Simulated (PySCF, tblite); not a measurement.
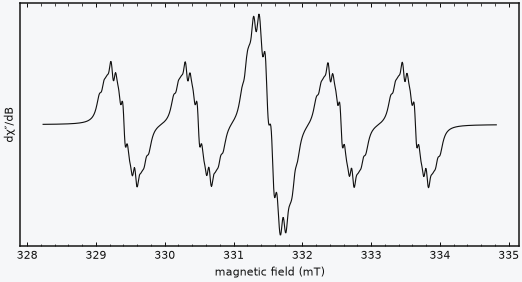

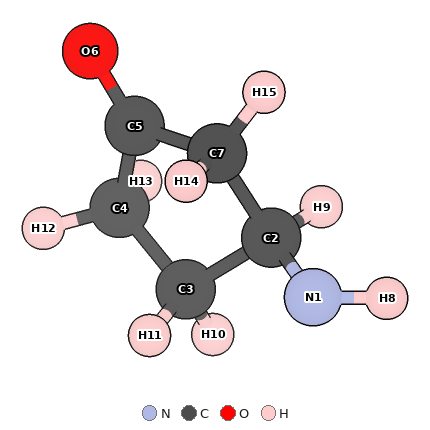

First-order isotropic EPR spectrum (fast tumbling, first derivative) of C₅H₈NO, SMILES [NH][C@H]1CCC(=O)C1, doublet at 9.30 GHz, Lorentzian lines of 0.10 mT full width at half height, from computed g and hyperfine couplings (B3LYP/pcH-1 in PySCF, at a GFN2-xTB geometry (a minimum by its frequencies), gas phase); values of one conformer, averaged over methyl-type rotors alone; other conformers aren't averaged in; no vibrational averaging; dilute isotopes left out. The SMILES is one Lewis form and needn't show where the spin sits.

Q: Which couplings does the calculation give? The spectrum shows the sizes of those above the line width, not their signs.

A:
| nuclei | isotope | a (mT) | a (MHz) |
| --- | --- | --- | --- |
| H8 | ¹H | −2.07 | −58.2 |
| N1 | ¹⁴N | 1.08 | 30.3 |
| H12 | ¹H | 0.18 | 5.1 |
| H15 | ¹H | −0.17 | −4.8 |
| H11 | ¹H | −0.11 | −3.0 |
| H9 | ¹H | 0.11 | 3.0 |
| H10 | ¹H | −0.07 | −2.0 |
| H14 | ¹H | −0.05 | −1.4 |

Q: What is the g value, and how wide is the spectrum?

A: g_iso = 2.0043, which centres the spectrum at 331.5 mT; it spans 4.9 mT.

Note: the tight-binding geometry is rougher than a DFT one and adds to the error.
